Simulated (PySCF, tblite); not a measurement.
# C₈H₁₁PSi: geometry, infrared bands and NMR shifts

Aim: predict the infrared bands and NMR shifts of C₈H₁₁PSi (`[SiH3]P1C[C@H]1c1ccccc1`).

Computed with tblite 0.8.0 and PySCF 2.14.0, with density-fitted response routines of our own, on a single molecule in the gas phase. Atoms are numbered from 0 throughout.

## (1) The starting structure

21 atoms, charge 0, multiplicity 1; geometry from: force field or distance geometry start.

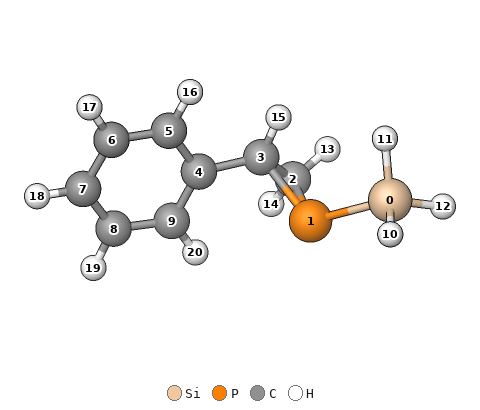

As it starts; silicon light orange, phosphorus orange, carbon grey, hydrogen white, atoms numbered.

## (2) Relaxing the molecule with GFN2-xTB

What the job is given:

```
{"job": {"kind": "relax", "xc": "GFN2-xTB", "basis": "xTB"}, "charge": 0, "multiplicity": 1}
Si     3.738300     0.197200     1.038300
P      1.747800    -0.773200     0.938200
C      1.248500    -1.709500    -0.555900
C      0.727000    -0.307000    -0.557000
C     -0.677200     0.021600    -0.197300
C     -1.173300     1.206200    -0.756700
C     -2.452600     1.591900    -0.488900
C     -3.256800     0.821300     0.325600
C     -2.750500    -0.358700     0.858500
C     -1.459600    -0.780700     0.613400
H      3.825400     1.017100     2.258000
H      3.802000     1.158900    -0.079200
H      4.820300    -0.743700     0.899300
H      2.041900    -1.919600    -1.321300
H      0.603000    -2.587000    -0.386100
H      1.259300     0.398200    -1.195200
H     -0.562300     1.842400    -1.388100
H     -2.804000     2.522400    -0.937300
H     -4.282100     1.127700     0.537100
H     -3.336600    -1.005300     1.505600
H     -1.067300    -1.703300     1.043300
```

Command:

```console
$ OMP_NUM_THREADS=1 python probes_run.py task.json out
```

The driver reads the jobs from task.json and runs them one after another.

**Question.** This job is followed by: GFN2-xTB harmonic vibrations, gas phase; GIAO PBE0/pcSseg-1 NMR shielding, non-relativistic, gas phase. Predict these results of the whole session: strongest single infrared mode (GFN2-xTB); zero-point energy (GFN2-xTB); ¹³C shifts against TMS (PBE0/pcSseg-1, means over atoms taken as alike); ¹H shifts against TMS (PBE0/pcSseg-1, means over atoms taken as alike); ²⁹Si shifts against TMS (PBE0/pcSseg-1); ³¹P shifts against H3PO4 (PBE0/pcSseg-1).

**Answer**, as computed:

```
                                                               quantity                                         value
                              strongest single infrared mode (GFN2-xTB)                          753 cm⁻¹, 632 km/mol
                                           zero-point energy (GFN2-xTB)                                 98.0 kcal/mol
¹³C shifts against TMS (PBE0/pcSseg-1, means over atoms taken as alike)    149.2, 133.8, 131.5, 131.0, 33.2, 20.8 ppm
 ¹H shifts against TMS (PBE0/pcSseg-1, means over atoms taken as alike)  7.54, 7.44, 7.33, 3.81, 2.60, 1.73, 1.51 ppm
                                ²⁹Si shifts against TMS (PBE0/pcSseg-1)                                     -64.1 ppm
                               ³¹P shifts against H3PO4 (PBE0/pcSseg-1)                                    -299.4 ppm
```

What this shows: Relaxing lowered the energy by 0.482 eV in 101 steps; the close pair that moved most is C2–H13, from 1.122 to 1.083 Å. The lowest mode is slightly imaginary (7i cm⁻¹), a soft motion within the noise of the Hessian, so the minimum is not strictly shown. The strongest single mode, at 753 cm⁻¹, has its largest shares on H10, H11 and H12 (the list is cut at 3 atoms). Unscaled tight-binding wavenumbers are off by several per cent, some by more. Its intensities can rank the bands wrongly. At PBE0/pcSseg-1: Shielding is most anisotropic at P1 (span 544 ppm, paramagnetic term -350 ppm). NICS(1)zz of -27 ppm above the planar ring from C4 marks a diatropic (aromatic) ring current.
